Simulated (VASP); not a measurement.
Band structure of Li2Se (antifluorite). Method: TPSS meta-GGA, VASP's PBE PAW potentials (set 64) (plane waves; VASP).

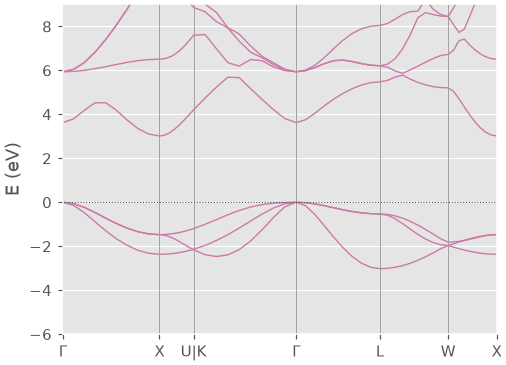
Figure. Bands along high-symmetry lines, zero at the valence-band maximum or, without a gap, the Fermi level

Question: Read the plot: is there a gap, and where are the band edges?

Answer: The gap is indirect, 3.02 eV, from the valence maximum at Γ to the conduction minimum at X.

The compound is Li2Se in the antifluorite structure. It was relaxed first.
